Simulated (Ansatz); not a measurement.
# CuSb2 (built on the sites of a database entry of Sb2Au): phonons and vibrational spectra, part 2 of 2

The cell of CuSb2 (built on the sites of a database entry of Sb2Au) is at rest. What are its phonons? After the zone centre comes a 2×2×2 q mesh on a 10×10×10 k mesh.

Ansatz 0.2.0; DFT PBEsol, scalar-relativistic, plane waves, PAW.

So far. Step 2 (Modes at Γ): Before it was imposed, the acoustic sum rule was missed by 1.0e-4 eV/Å². Small misses are needed for a sound result but don't prove that mesh and cutoff are converged. The lowest optical mode is real, 105 cm⁻¹.

The structure was built from a prototype and need not be the compound's stable phase.

## 3. Phonons on a q mesh (continued)

Interpolated from a 2×2×2 q mesh. Phonon branches along the path, in cm⁻¹:

```tsv
point	branch 1	branch 2	branch 3	branch 4	branch 5	branch 6	branch 7	branch 8	branch 9
Γ	0	0	0	105	105	105	118	118	118
X	56	56	67	71	71	94	117	117	119
U	61	66	67	67	72	104	112	119	124
jump to K	61	66	67	67	72	104	112	119	124
Γ	0	0	0	105	105	105	118	118	118
L	52	52	72	90	90	113	120	124	124
W	63	66	66	69	69	108	108	116	126
X	56	56	67	71	71	94	117	117	119
```

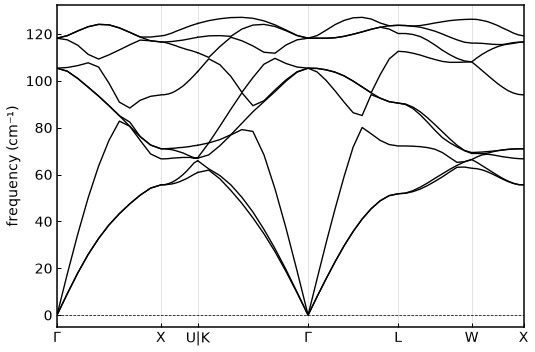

Phonon branches along the path.

The phonon density of states has structure finer than the step of the table below, so its rows give means over 10 cm⁻¹, whole bins alone (the curve runs from 0.5 to 128 cm⁻¹). Peaks (cm⁻¹: height): 55.5: 0.116, 72.5: 0.182, 107.5: 0.102, 123.5: 0.349, 125.5: 0.293.

Tetrahedra on a 16×16×16 mesh, mean over bins of 1 cm-1. Interpolated from a 2×2×2 q mesh. Table of phonon density of states by wavenumber; means over each step:

```tsv
wavenumber (cm⁻¹)	phonon density of states (1/cm⁻¹/cell)
10	8.6e-4
20	0.00406
30	0.0115
40	0.0285
50	0.0770
60	0.0845
70	0.104
80	0.105
90	0.0823
100	0.0672
110	0.0723
120	0.218
```

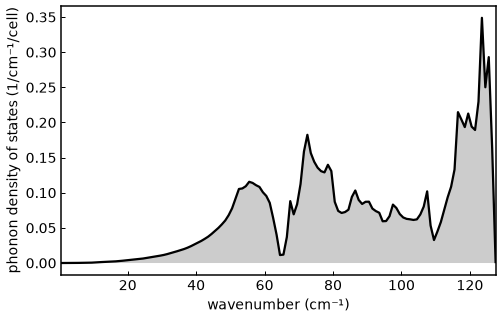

Phonon density of states against wavenumber.

The partial phonon density of states has structure finer than the step of the table below, so its rows give means over 10 cm⁻¹, whole bins alone (the curve runs from -10 to 141 cm⁻¹). Peaks (cm⁻¹: height): Cu 54.5: 0.0362, 73.5: 0.0659, 122.9: 0.0822; Sb 56.4: 0.0731, 73.5: 0.0800, 123.8: 0.162.

Phonopy on the run's constants, 15x15x15 mesh, Gaussian sigma 2.0 cm-1. Interpolated from a 2×2×2 q mesh. The partial phonon density of states by wavenumber; means over each step; values in 1/cm⁻¹/cell:

```tsv
wavenumber (cm⁻¹)	Cu	Sb
0	2.0e-5	7.1e-5
10	2.0e-4	7.3e-4
20	9.8e-4	0.00332
30	0.00299	0.00874
40	0.00844	0.0204
50	0.0260	0.0505
60	0.0266	0.0575
70	0.0391	0.0641
80	0.0397	0.0674
90	0.0204	0.0613
100	0.0229	0.0441
110	0.0264	0.0517
120	0.0704	0.133
130	0.0158	0.0372
```

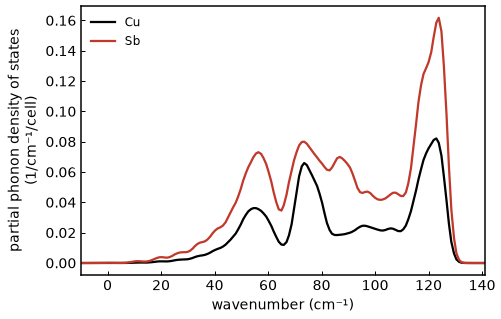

Partial phonon density of states, plotted against wavenumber.

Harmonic thermodynamic functions per atom, from the density of states. Interpolated from a 2×2×2 q mesh. Thermodynamic functions, by row:

```tsv
T (K)	F_vib (meV/atom)	S (J/mol-atom/K)	C_V (J/mol-atom/K)
0	16.57	0	0
50	15.05	9.003	14.87
100	6.84	21.95	21.59
200	-24.99	37.92	24.03
300	-69.73	47.78	24.53
400	-123.1	54.87	24.71
500	-182.9	60.39	24.79
600	-247.9	64.92	24.84
700	-317.3	68.75	24.86
800	-390.3	72.07	24.88
900	-466.5	75	24.89
1000	-545.6	77.62	24.9
```

Harmonic mean-square displacement, third of the trace. Interpolated from a 2×2×2 q mesh. Mean square displacements, by row:

```tsv
T (K)	Sb1 U_eq (Å²)	Sb2 U_eq (Å²)	Cu3 U_eq (Å²)
0	0.00178	0.00178	0.00335
100	0.00426	0.00426	0.00759
300	0.01192	0.01192	0.02112
600	0.02366	0.02366	0.04192
```

Symmetry leaves 3 wavevectors to solve. The lowest mode among them, the acoustic zeros apart, lies at q = (0, 0, -0.5) and is real, 51.8 cm⁻¹.

## 4. Another isotope, element Cu, natural mass 63.546 amu

An isotope changes the mass and not the force constants, so no new electronic calculation is needed; the shifts show which modes move this element.

The same force constants with the mass of Cu changed from 63.546 to 64.928 u (phonopy, no LO-TO term). Both lists are sorted by frequency; levels can cross, so a row need not hold one and the same mode. Modes under 3 cm⁻¹ are left out. Isotope shifts, by row:

```tsv
q	rank	natural mass (cm⁻¹)	changed mass (cm⁻¹)
0 0 0	4	105.4	104.5
0 0 0	5	105.4	104.5
0 0 0	6	105.4	104.5
0 0 0	7	118.2	118.2
0 0 0	8	118.2	118.2
0 0 0	9	118.2	118.2
0 0 -0.5	1	51.79	51.52
0 0 -0.5	2	51.79	51.52
0 0 -0.5	3	72.18	71.71
0 0 -0.5	4	90.5	90.5
0 0 -0.5	5	90.5	90.5
0 0 -0.5	6	112.6	112.6
0 0 -0.5	7	120.2	119.7
0 0 -0.5	8	123.7	123
0 0 -0.5	9	123.7	123
0 -0.5 -0.5	1	55.56	55.56
0 -0.5 -0.5	2	55.56	55.56
0 -0.5 -0.5	3	66.71	66.71
0 -0.5 -0.5	4	71.01	70.5
0 -0.5 -0.5	5	71.01	70.5
0 -0.5 -0.5	6	93.96	92.96
0 -0.5 -0.5	7	116.6	116.2
0 -0.5 -0.5	8	116.6	116.2
0 -0.5 -0.5	9	119.2	119.2
```

A mode of this element alone would shift by -1.07 %. The highest zone-centre frequency without the field goes from 118.2 to 118.2 cm⁻¹ (+0.0 %). The product of the frequency ratios over all optical modes at Γ is 0.975; the product rule, (m/m′)^(3k/2) (M′/M)^(3/2) with k = 1 such atoms and M the mass of the cell, gives 0.975.

## 5. Isotope substitution, element Sb, natural mass 121.76 amu

The same for Sb, from 121.76 to 122.90 u.

A mode of this element alone would shift by -0.47 %. The highest zone-centre frequency without the field goes from 118.2 to 117.7 cm⁻¹ (-0.5 %). The product of the frequency ratios over all optical modes at Γ is 0.983; the product rule, (m/m′)^(3k/2) (M′/M)^(3/2) with k = 2 such atoms and M the mass of the cell, gives 0.983.

## 6. Summary of results

```json
{
 "space group (within 0.01 Å)": "Fm-3m",
 "volume per atom": "22.9 Å³",
 "electronic character": "no gap on this mesh",
 "highest optical mode at the zone centre (no LO-TO term)": "118 cm⁻¹",
 "lowest optical zone-centre mode": "105 cm⁻¹",
 "lowest mode on the q mesh (acoustic modes at Γ apart)": "51.8 cm⁻¹",
 "highest frequency on the path or at a solved wavevector": "127 cm⁻¹",
 "zero-point energy per atom": "16.6 meV",
 "heat capacity at 300 K": "24.5 J/(mol atoms K)",
 "vibrational entropy at 300 K": "47.8 J/(mol atoms K)",
 "Debye temperature (second moment)": "173 K",
 "imaginary modes on the 2×2×2 q mesh": "none"
}
```

The structure is a minimum as far as tested: no mode is imaginary at the 3 irreducible wavevectors of the 2×2×2 mesh, and the softest away from the acoustic zeros lies at 52 cm⁻¹. The optical modes at Γ span 105 to 118 cm⁻¹. The highest mode in this list at Γ, 118.2 cm⁻¹, is mostly motion of Sb (100 % of the kinetic energy). With no gap, or one that is small against the smearing, the frequencies hang on the k mesh and the smearing, most of all near Kohn anomalies. The phonon runs are without spin polarisation, although the cell has an odd electron count. Spin-orbit coupling is left out, which can matter for the heavy elements here. A phonon run warned that its eigensolver left some bands unconverged in a pass. The starting cell was built on a prototype and not taken from a measurement, so the phase need not exist. These are harmonic frequencies at zero temperature: anharmonic shifts, linewidths and thermal expansion are left out.

[Logs are printed without paths, hosts, clocks, repeated set-up lines and the standing remarks that a program may print on its own settings, such as how far it seeks lower states.]

[Hosts, paths, dates, database ids (printed as entryN), source tags and the programs' standing remarks are cut or masked in the printed files.]
